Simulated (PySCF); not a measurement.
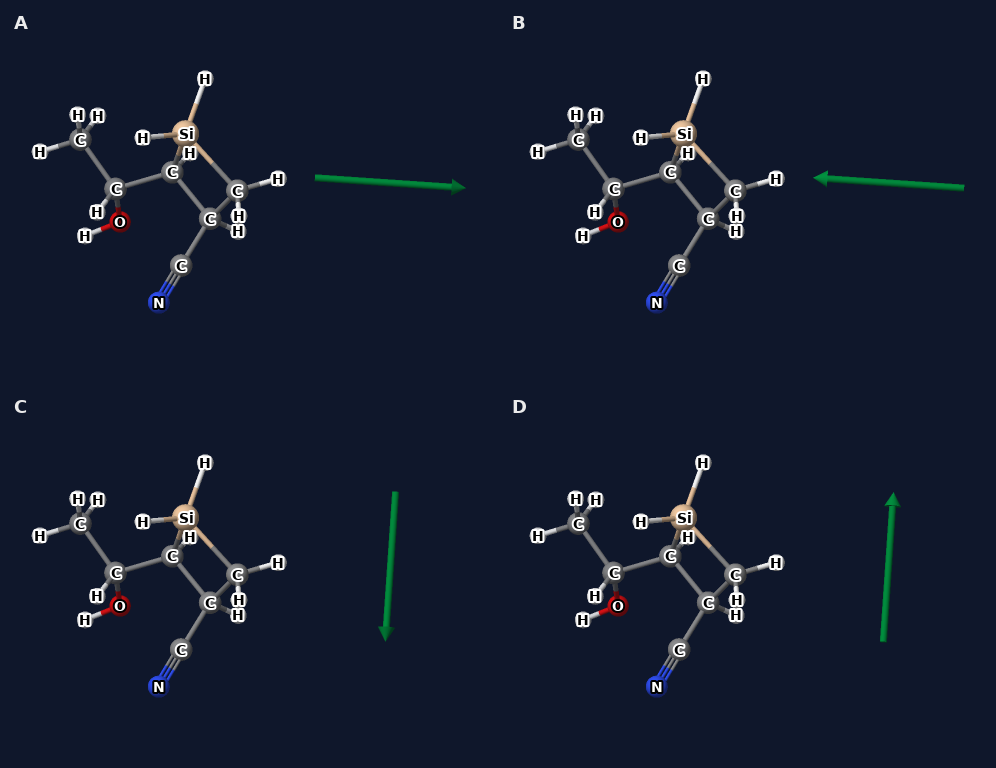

The same molecule four times, each with an arrow. Computed geometry: GFN2-xTB optimisation. No frequency run is at hand to confirm it as a minimum. Properties computed with PBE0/pcSseg-1, gas phase (PySCF 2.14.0).

Which arrow points along the dipole moment, from the negative to the positive end?

D. The dipole moment is 3.80 D.

The geometry is semi-empirical. Around Si such bond lengths and angles can be off by a tenth of an ångström or more and by several degrees, and values that hang on the shape move with them.
